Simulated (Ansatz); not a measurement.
**Response to strain in InAgTe2**

The reference is InAgTe$_{2}$ in the chalcopyrite structure (space group I-42d, No. 122; a = 6.354 Å, c = 12.637 Å).

Strains are applied to the cell and any free atomic positions relax.

All numbers come from Kohn–Sham DFT with the LDA functional, run in Ansatz (a first-principles code) with PAW and 420 eV plane waves, no spin-orbit coupling.

Notes on the quantities. energy relative to the base: free energy F.

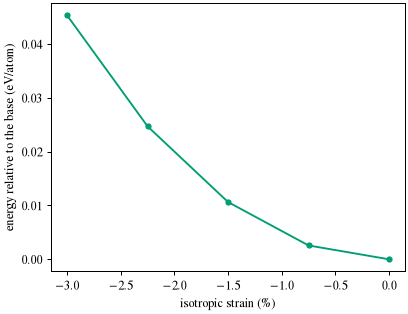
Fig. 1. Energy relative to the base against isotropic strain

| isotropic strain (%) | energy relative to the base |
|---|---|
| -3 | +45 meV/atom |
| -2.25 | +25 meV/atom |
| -1.5 | +11 meV/atom |
| -0.75 | +2.6 meV/atom |

Whether these cells are dynamically stable was not tested. The final runs are not spin-polarised.
